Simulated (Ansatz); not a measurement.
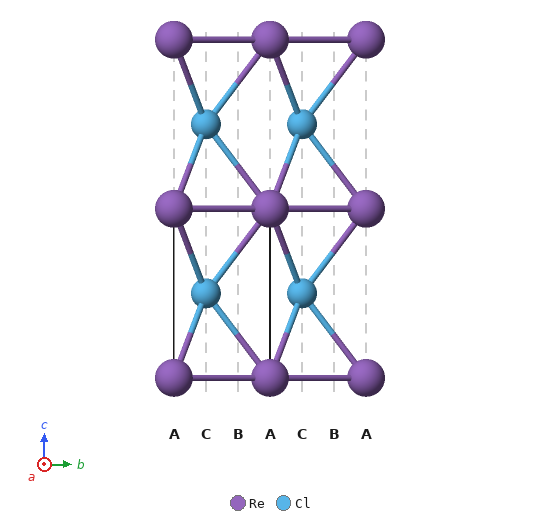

The picture looks along a close-packed row of the hexagonal mesh; c points upwards. The dashed lines mark the three columns A (0, 0), B (1/3, 2/3) and C (2/3, 1/3). The sequence starts with the first layer at or above the cell's origin.

System ReCl; source of the atomic positions: the geometry relaxed with Ansatz, DFT, PAW plane waves, pbe; the starting structure was generated, so it need not be a known form of this composition.

Give the sequence of layers in one repeat, with element and column.

Answer. Re(A) – Cl(C) (two layers in 4.35 Å).
